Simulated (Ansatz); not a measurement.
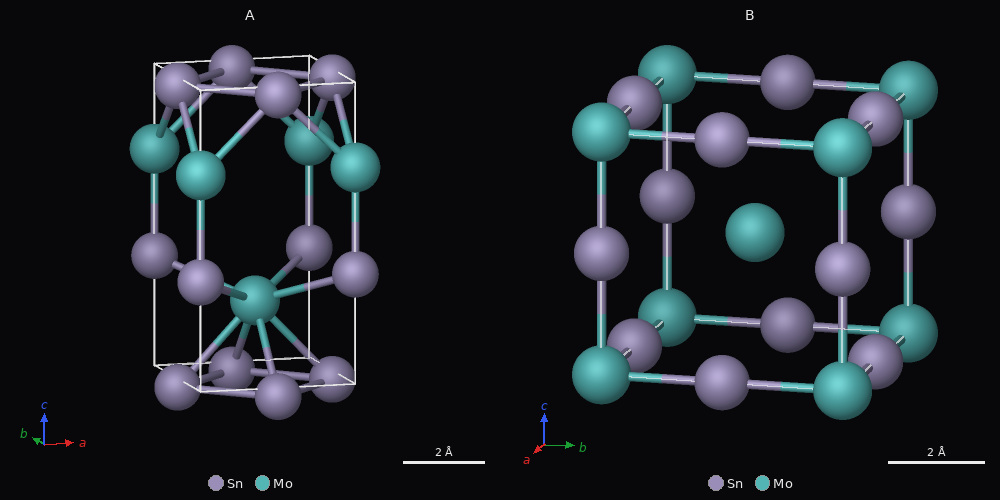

Two structures of Sn3Mo2, each relaxed to rest (conventional cells in solid outline, small ones repeated, not to one scale). Method: Ansatz, DFT PBE, scalar-relativistic, plane waves, PAW, with collinear spins.

> Identify the two structures.

A: 5 atoms a cell on a primitive tetragonal lattice, P4mm. B: 5 atoms a cell on a primitive cubic lattice, Pm-3m.

> Which structure wins energetically, and by what margin?

A is lower, by 245 meV/atom at this level of theory (energies at zero smearing). Volumes: A 24.5, B 28.9 Å³/atom.

One or both may be structure types tried for this composition rather than known phases.
